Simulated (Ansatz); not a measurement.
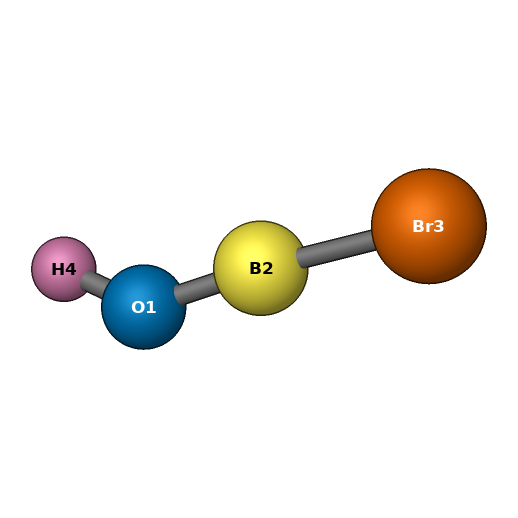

The questions are on Mulliken charges. State: charge +1, singlet. The computed structure is the end point of a PBE0-D4/def2-TZVP optimisation. No frequency run is at hand to confirm it as a minimum. Method: RKS PBE0-D4/def2-TZVP (Ansatz 0.2.0).

Question: Which atom carries the highest charge (most positive or least negative)?

Answer: H4 (0.44 e).

Question: And the lowest?

Answer: O1 (−0.15 e).

Give the Mulliken charges atom by atom.

| atom | value (e) |
| --- | --- |
| O1 | −0.15 |
| B2 | 0.33 |
| Br3 | 0.38 |
| H4 | 0.44 |

Mulliken values depend strongly on the basis set and can even reverse the polarity of a bond.
